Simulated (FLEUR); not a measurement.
Band structure of IrOs (P-6m2, 2 atoms in the cell).

```
CELL_PARAMETERS angstrom
      2.80809     0.00000     0.00000
     -1.40405     2.43188     0.00000
      0.00000     0.00000     4.46336
ATOMIC_POSITIONS crystal
  Os 0.33333 0.66667 0.00000
  Ir 0.66667 0.33333 0.50000
```

Method: PBEsol, all-electron FLAPW (FLEUR), scalar-relativistic valence.

Settings: Kmax = 4.1 1/bohr; GmaxXC = 12.3 1/bohr; xcFunctional = PBEs; jspins = 1; l_soc = F; mode = hist; fermiSmearingEnergy = 0.00367493 Htr; mesh (inpgen div1-3) = 13 13 8; inpgen gamma flag = true; Gmax = 12.3 1/bohr; numbands = 0; maxIterBroyd = 25; imix = Anderson; alpha = 0.05.

The starting cell comes from a database of computed structures (which also holds hypothetical and non-ambient phases and stackings), without a prior relaxation at this level. Its lattice was rescaled by a random factor within 2.5 % of one. Spin-orbit coupling is off. Spin polarisation is off. Values depend on the basis (sphere radii, cutoffs, local orbitals), which need not be converged.

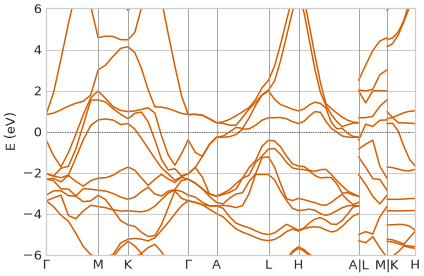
Fig. 1. Bands along the path, energies from the Fermi level.

Levels in eV from the Fermi level, bands 11 to 18:
| point | 11 | 12 | 13 | 14 | 15 | 16 | 17 | 18 |
|---|---|---|---|---|---|---|---|---|
| Γ | -3.09 | -2.31 | -2.31 | -2.05 | -2.05 | -0.40 | 0.83 | 0.83 |
| M | -3.10 | -2.85 | -2.27 | 0.57 | 1.55 | 1.98 | 3.01 | 4.57 |
| K | -3.85 | -3.29 | -1.72 | 0.39 | 0.63 | 0.98 | 4.14 | 4.48 |
| A | -3.62 | -3.45 | -3.14 | -3.14 | -0.27 | -0.27 | 0.43 | 0.43 |
| L | -2.08 | -1.23 | -0.84 | -0.42 | 0.68 | 1.98 | 2.03 | 2.51 |
| H | -3.84 | -3.25 | -1.83 | -1.67 | 0.40 | 1.01 | 6.63 | 7.37 |
